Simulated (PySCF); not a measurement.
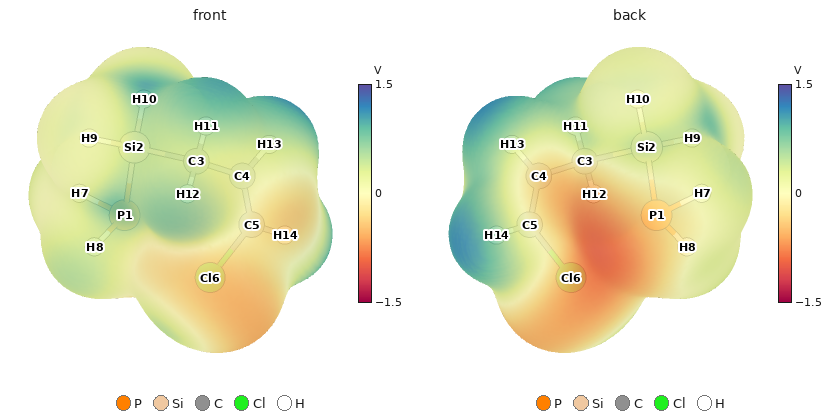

The picture shows: C3H8ClPSi (SMILES P[SiH2]C/C=C\Cl). The molecular electrostatic potential painted on the density surface at 0.002 e/bohr³, seen from the front and from behind; red is negative and blue positive.

Geometry: GFN2-xTB.

The calculation used PBE0/def2-SVPD, SCF density, gas phase (PySCF).

```xyz
14

P     1.5921   -1.2047   -0.7015
Si    1.2058    0.5892    0.5758
C    -0.6365    1.0857    0.3547
C    -1.5150   -0.0981    0.5179
C    -1.7916   -0.9676   -0.4422
Cl   -1.1458   -0.8051   -2.0318
H     2.9224   -1.2966   -0.3169
H     1.9200   -0.5041   -1.8482
H     2.0338    1.7658    0.2768
H     1.4293    0.1830    1.9684
H    -0.8924    1.8500    1.0848
H    -0.7706    1.5107   -0.6403
H    -1.9301   -0.2767    1.4992
H    -2.4222   -1.8320   -0.3189
```

> Which sites attract a positive test charge, and which a negative one?

A positive charge is drawn to the negative regions and a negative charge to the positive ones. The most negative region (about −0.9 V) lies over P1, the most positive (about +1.1 V) over H13 and H14. Cl6 shows a σ-hole: about +0.4 V at the tip opposite its bond, against about −0.4 V on its flanks.
